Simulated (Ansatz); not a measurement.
# FH₅NO₂Ta···HF: what the fields show

The calculation's input:

```
crystal:
  periodic: [false, false, false]
  atoms:
    - { symbol: Ta, position_ang: [-0.466135, -0.462726, 0.253372] }
    - { symbol: F, position_ang: [2.435781, 0.690278, 0.343261] }
    - { symbol: "N", position_ang: [-0.180895, -0.365992, 2.232438] }
    - { symbol: H, position_ang: [0.465625, -0.916084, 2.791194] }
    - { symbol: H, position_ang: [-0.574252, 0.386, 2.79889] }
    - { symbol: F, position_ang: [0.235614, -0.630323, -1.519511] }
    - { symbol: O, position_ang: [-0.847268, 1.403008, 0.163188] }
    - { symbol: H, position_ang: [-0.287675, 2.188943, 0.244798] }
    - { symbol: O, position_ang: [-2.018336, -1.539978, 0.119634] }
    - { symbol: H, position_ang: [-2.661167, -1.858849, 0.763805] }
    - { symbol: H, position_ang: [0.991716, -1.477485, 0.548271] }
    - { symbol: H, position_ang: [2.364893, -0.236893, 0.366361] }
basis:
  gaussian: { orbitals: def2-SVP }
hamiltonian:
  xc: b3lyp
  dispersion: d4
relax:
  f_tol: 0.03
  max_steps: 50
output:
  orbitals: {}
```

Launched as:

```sh
ansatz run input.yaml --threads 4 --pin off --max-ram 5120MiB --backend cpu --events-out ev --progress --plain --runs-dir out
```

The fields are those of the run's last geometry, not of the input's.

Core potentials replace the inner electrons of Ta.

All numbers below come from Ansatz 0.2.0, RKS B3LYP-D4/def2-SVP.

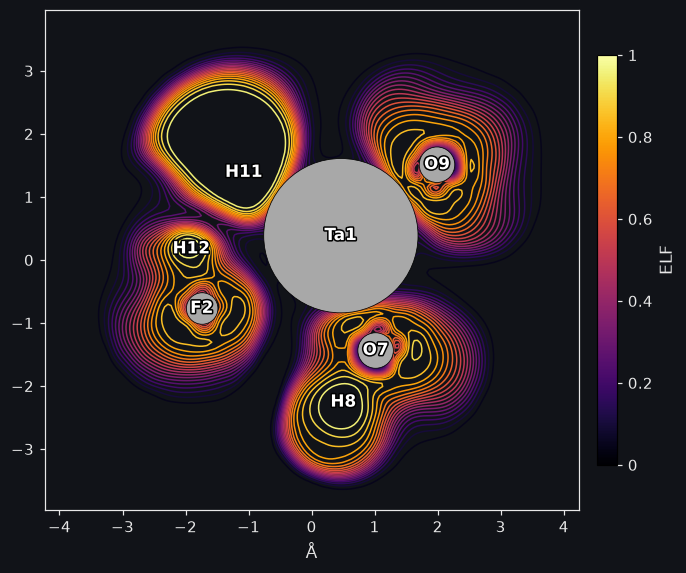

Figure 1. ELF on the plane of atoms Ta1, O7 and H8. Grey discs cover the atomic cores.

What do the fields say about this system?

Answer. The section cuts through Ta, F, O and H sites.
H11···H12 (1.49 Å): the ELF dips to about 0.30 between them.
Ta–O (1.90 Å): the ELF peaks at about 0.85 in the valence shell of O, 0.6 Å from its nucleus, and drops to about 0.20 between the two atoms.
O–H (0.97 Å): the ELF climbs to about 1 towards the hydrogen, as it does in any bond to H; an ordinary covalent bond to hydrogen.
F–H (0.97 Å): the ELF climbs to about 0.95 towards the hydrogen: an ordinary covalent bond to hydrogen.
The ELF also peaks beside F2, away from the bonds: lone-pair regions.

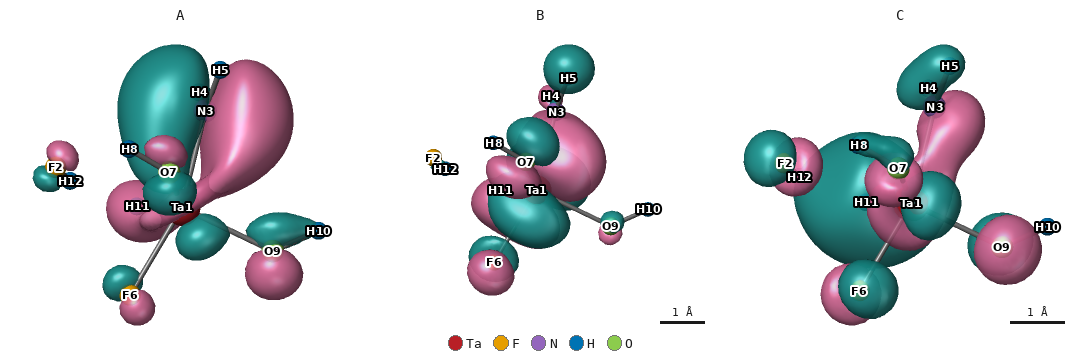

Figure 2. Three frontier orbitals at ±0.1 Å⁻³ᐟ² (teal and pink are the two phases), in no order.

Order the three orbitals by energy and name them.

Answer. C is the HOMO−1 (−8.25 eV). It lies mainly on H11 (about 35 %), Ta1 (about 25 %), O9 (about 10 %), N3 (about 5 %) and F6 (about 5 %). A is the HOMO (−7.44 eV). By Hirshfeld shares it lies mainly on N3 (about 60 %) and Ta1 (about 15 %). B is the LUMO (−1.25 eV). By Hirshfeld shares it lies mainly on Ta1 (about 65 %), O7 (about 10 %) and F6 (about 10 %).

What is the HOMO–LUMO gap?

Answer. 6.19 eV between the orbital energies.

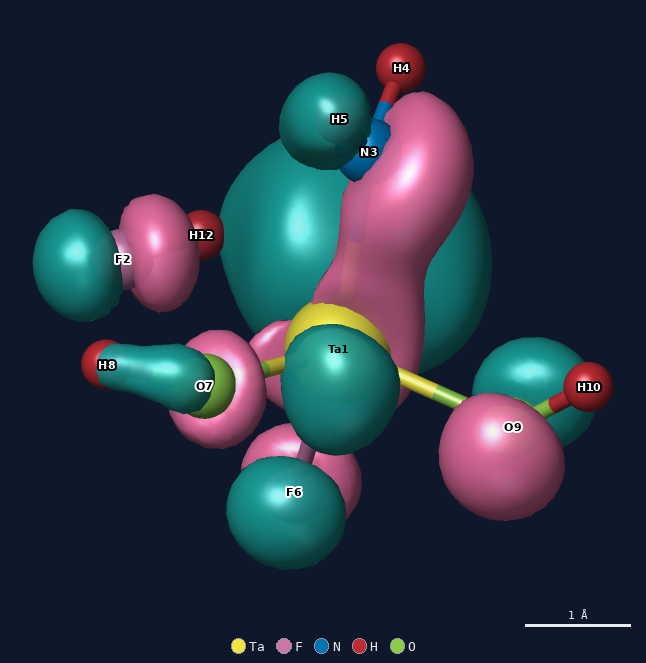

Figure 3. The HOMO−1 at ±0.1 Å⁻³ᐟ² (teal and pink are the two phases), seen at a tilt.

Describe this orbital and give its energy.

Answer. By Hirshfeld shares it lies mainly on H11 (about 35 %), Ta1 (about 25 %), O9 (about 10 %), N3 (about 5 %) and F6 (about 5 %). Its energy is −8.25 eV.
